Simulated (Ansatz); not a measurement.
The starting structures come from a database of crystals and need not be the phases stable at ambient conditions.

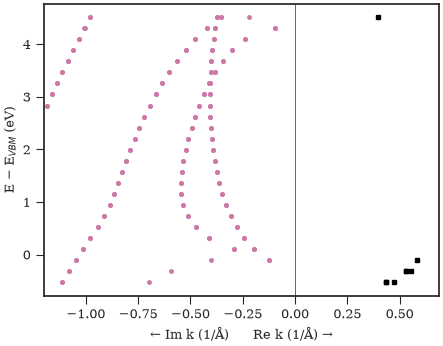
Complex bands at the centre of the two-dimensional zone; Ansatz (a quantum-chemistry and plane-wave program) with r2SCAN

The gap is the functional's own. No spin-orbit coupling. Mid-gap values are interpolated on the energy grid.

**Question.** This is LiAlH₄ (I4_1/a, not sure to be the ambient phase, 12 atoms a cell, 8.2 Å³ an atom) along the normal of (010). Read off the slowest decay at the centre of the two-dimensional zone at 2.21 eV, the computed energy nearest the middle of the gap.

**Answer.** κ ≈ 0.40 1/Å, a decay length 1/(2κ) of the density of 1.3 Å.
